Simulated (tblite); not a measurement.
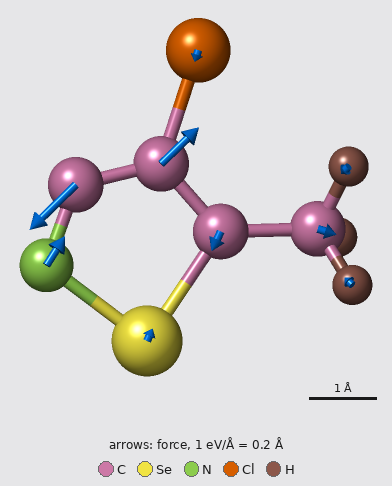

Starting geometry of C4H3ClNSe (multiplicity 2) with the computed forces as blue arrows. The picture is a ball-and-stick view, seen face on.

Theory: GFN2-xTB geometry optimisation, gas phase (tblite 0.8.0). 

Q: Is this structure relaxed? If not, where do the atoms go?

A: It isn't relaxed: the largest force vector, on a C atom, is 4.89 eV/Å. The final displacements follow the starting forces only in part (cosine between the two patterns 0.54). The largest move after the best rigid fit is that of the Se atom, 0.096 Å. By element the largest moves are Se 0.096 Å, C 0.078 Å, H 0.075 Å, N 0.070 Å, Cl 0.027 Å. Some distances before and after: C–Se 1.985 → 1.885 Å, C–Cl 1.794 → 1.714 Å, C–C 1.331 → 1.403 Å, C–N 1.286 → 1.231 Å. Among the angles between lasting bonds that change: C–C–C 117.9° → 110.2°, Se–C–C 104.2° → 110.8°, C–C–Cl 120.1° → 124.1°. Over 20 geometry steps the energy falls by 38.8 kJ/mol.
